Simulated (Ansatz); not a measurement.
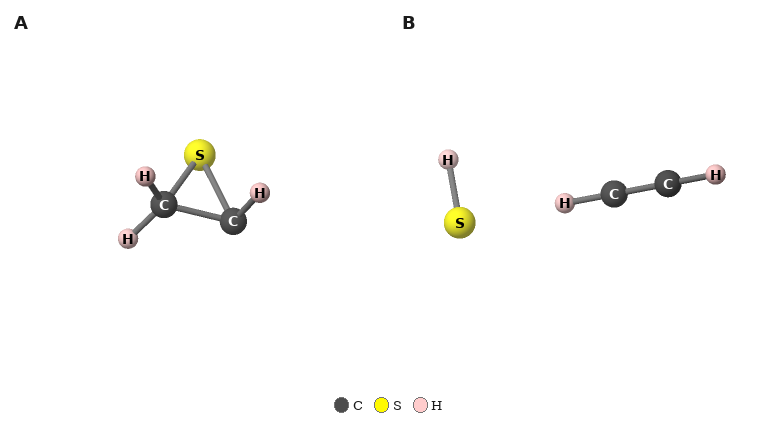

2 stationary structures of one formula. The species has charge −1 and is a spin singlet. Geometries: PBE0-D4/def2-TZVPD. Electronic energies: RHF-CCSD(T) (frozen core)/def2-TZVPPD (Ansatz 0.2.0), without zero-point energy. No frequency run is at hand to confirm each as a minimum.

Which is lowest in energy, and by how much?

B is lowest; A lies 18.9 kcal/mol above it (C1).
